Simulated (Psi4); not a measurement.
# CH3B (SMILES B[CH]) at UMP2/def2-SVP (density fitting with cc-pvqz-jkfit, density fitting for correlation, sweep point 5)

What is the vertical ionisation energy of CH3B at UMP2/def2-SVP (density fitting with cc-pvqz-jkfit, density fitting for correlation, sweep point 5)? The job is set up through a Python script.

The results are computed with Psi4 1.11.

2 further runs of the same task are left out: 2 set aside as unsound or not needed.

## (1) The structure to begin with

The species is CH3B (5 atoms), meant as a triplet with charge 0. As SMILES, `B[CH]`. The shape is that of a GFN2-xTB optimisation.

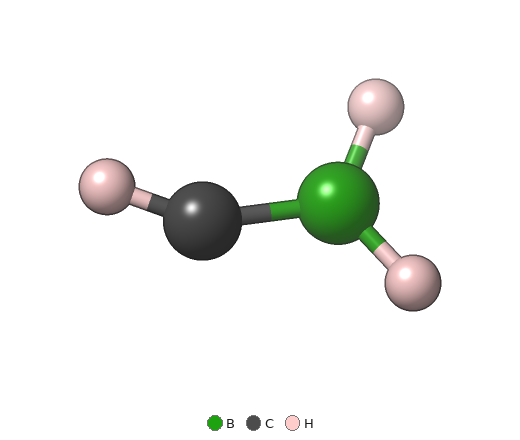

The structure, seen from a chosen angle (boron green, carbon dark grey, hydrogen pink).

## (2) A single-point energy at UMP2/def2-SVP (density fitting with cc-pvqz-jkfit, density fitting for correlation, sweep point 5)

File job.py:

```python
import psi4

psi4.set_memory(1600000000)
psi4.set_num_threads(1)
psi4.set_output_file('ch3b.out', False)

mol = psi4.geometry("""
0 3
B     -0.352450    -0.401400    -0.071360
C      0.507540     0.779550    -0.141970
H     -0.308550    -1.118250     0.866820
H     -1.104620    -0.672740    -0.931370
H      1.258080     1.412850     0.277880
symmetry c1
""")

psi4.set_options({
    'basis': 'def2-SVP',
    'reference': 'uhf',
    'puream': True,
    'scf_type': 'df',
    'num_frozen_docc': 2,
    'df_basis_scf': 'cc-pvqz-jkfit',
    'maxiter': 150,
})

energy_value = psi4.energy('mp2', molecule=mol)
print(f'mp2 energy: {energy_value:.10f} Eh')
```

Run with:

```console
$ python job.py
```

ch3b.out:

```text
[...]
  Running in c1 symmetry.
[...]
  Nuclear repulsion =   22.748848453748341
[...]
  Multiplicity = 3
[...]
  Nalpha       = 8
  Nbeta        = 6
[...]
    Number of basis functions: 43
[...]
   @DF-UHF iter   1:   -64.09129736438598   -9.44955e-01   4.14390e-03 ADIIS/DIIS
[...]
   @DF-UHF iter  13:   -64.14101162433556   -1.97531e-12   6.62206e-09 DIIS
[...]
   @S^2 Observed:                2.016507476E+00
[...]
    Orbital Energies [Eh]
    ---------------------
    Alpha Occupied:
       1A    -11.264884     2A     -7.604087     3A     -0.961360
       4A     -0.698126     5A     -0.565563     6A     -0.534505
       7A     -0.431862     8A     -0.390153
    Alpha Virtual:
       9A      0.120653    10A      0.206799    11A      0.250903
      12A      0.278080    13A      0.334699    14A      0.353001
      15A      0.411469    16A      0.495820    17A      0.582256
      18A      0.652104    19A      0.717874    20A      0.834885
      21A      0.881331    22A      0.913247    23A      0.924732
      24A      1.038191    25A      1.150835    26A      1.209248
[...]
  @DF-UHF Final Energy:   -64.14101162433556
   => Energetics <=
    Nuclear Repulsion Energy =             22.7488484537483409
    One-Electron Energy =                -130.0102122345441558
    Two-Electron Energy =                  43.1203521564602568
    Total Energy =                        -64.1410116243355617
  UHF NO Occupations:
  HONO-2 :    6  A 1.9934143
  HONO-1 :    7  A 1.0000000
[...]
 Multipole Moments:
 ------------------------------------------------------------------------------------
     Multipole            Electronic (a.u.)      Nuclear  (a.u.)        Total (a.u.)
 ------------------------------------------------------------------------------------
 L = 1.  Multiply by 2.5417464519 to convert [e a0] to [Debye]
 Dipole X            :          0.2135530            0.0440709            0.2576239
 Dipole Y            :          0.5296036           -0.2968814            0.2327222
 Dipole Z            :         -0.3052617            0.4304268            0.1251651
 Magnitude           :                                                    0.3690474
[...]
```

The script printed:

```text
mp2 energy: -64.3087095479 Eh
```

It took 1.9 s on 1 thread of Intel Xeon Platinum 8488C (Sapphire Rapids), shared host; peak memory 0.19 GiB.

## (3) The doublet cation, same level

File job.py:

```python
import psi4

psi4.set_memory('1600 MB')
psi4.set_num_threads(1)
psi4.core.set_output_file('psi4.out', False)

geom = psi4.geometry("""
1 2
B     -0.352450    -0.401400    -0.071360
C      0.507540     0.779550    -0.141970
H     -0.308550    -1.118250     0.866820
H     -1.104620    -0.672740    -0.931370
H      1.258080     1.412850     0.277880
symmetry c1
""")

options = {'basis': 'def2-SVP', 'reference': 'uhf', 'puream': True, 'scf_type': 'df', 'num_frozen_docc': 2, 'df_basis_scf': 'cc-pvqz-jkfit', 'maxiter': 150}
psi4.set_options(options)

result = psi4.energy("mp2", molecule=geom)
print(f'total energy {result:.8f} hartree = {result * 27.211386:.5f} eV')
```

Run with:

```console
$ python job.py
```

psi4.out:

```text
[...]
  Running in c1 symmetry.
[...]
  Nuclear repulsion =   22.748848453748341
[...]
  Multiplicity = 2
[...]
  Nalpha       = 7
  Nbeta        = 6
[...]
    Number of basis functions: 43
[...]
   @DF-UHF iter   1:   -63.72168189325276   -5.75339e-01   5.85605e-03 DIIS/ADIIS
[...]
   @DF-UHF iter  17:   -63.79640639920996   -2.23110e-12   5.09615e-09 DIIS
[...]
   @S^2 Observed:                7.663110043E-01
[...]
    Orbital Energies [Eh]
    ---------------------
    Alpha Occupied:
       1A    -11.680487     2A     -7.890939     3A     -1.269015
       4A     -1.014801     5A     -0.833753     6A     -0.789414
       7A     -0.764287
    Alpha Virtual:
       8A     -0.294699     9A     -0.129289    10A     -0.027041
      11A      0.023060    12A      0.074723    13A      0.120328
      14A      0.134360    15A      0.178211    16A      0.249966
      17A      0.306355    18A      0.391785    19A      0.402497
      20A      0.558707    21A      0.591702    22A      0.664187
      23A      0.668705    24A      0.756100    25A      0.878485
[...]
  @DF-UHF Final Energy:   -63.79640639920996
   => Energetics <=
    Nuclear Repulsion Energy =             22.7488484537483409
    One-Electron Energy =                -125.5279278024192990
    Two-Electron Energy =                  38.9826729494610049
    Total Energy =                        -63.7964063992099568
  UHF NO Occupations:
  HONO-2 :    5  A 1.9982457
  HONO-1 :    6  A 1.9940754
[...]
 Multipole Moments:
 ------------------------------------------------------------------------------------
     Multipole            Electronic (a.u.)      Nuclear  (a.u.)        Total (a.u.)
 ------------------------------------------------------------------------------------
 L = 1.  Multiply by 2.5417464519 to convert [e a0] to [Debye]
 Dipole X            :          0.4451169            0.0440709            0.4891878
 Dipole Y            :          0.8777496           -0.2968814            0.5808683
 Dipole Z            :         -0.3606358            0.4304268            0.0697911
 Magnitude           :                                                    0.7626162
[...]
```

The script printed:

```text
total energy -63.95402288 hartree = -1740.27760 eV
```

It took 2.1 s on 1 thread of Intel Xeon Platinum 8488C (Sapphire Rapids), shared host; peak memory 0.19 GiB.

## (4) Outcome

Level: UMP2/def2-SVP (density fitting with cc-pvqz-jkfit, density fitting for correlation, sweep point 5), 2 core orbitals frozen.

| quantity | value |
| --- | --- |
| triplet CH3B: total energy | -64.30871 Eh |
| triplet CH3B: HOMO energy (Hartree–Fock orbitals) (highest over α and β) | -10.62 eV |
| triplet CH3B: LUMO energy (Hartree–Fock orbitals) (lowest over α and β) | 0.94 eV |
| triplet CH3B: correlation energy (2 core orbitals frozen) | -167.7 mEh |
| triplet CH3B: ⟨S²⟩ of the reference determinant | 2.017 |
| doublet cation: total energy | -63.95402 Eh |
| doublet cation: HOMO energy (Hartree–Fock orbitals) (highest over α and β) | -20.80 eV |
| doublet cation: LUMO energy (Hartree–Fock orbitals) (lowest over α and β) | -8.02 eV |
| doublet cation: correlation energy (2 core orbitals frozen) | -157.6 mEh |
| doublet cation: ⟨S²⟩ of the reference determinant | 0.766 |
| vertical ionisation energy (to the doublet cation) | 9.652 eV |

In words: Removing an electron at fixed nuclei costs 9.65 eV (931 kJ/mol).
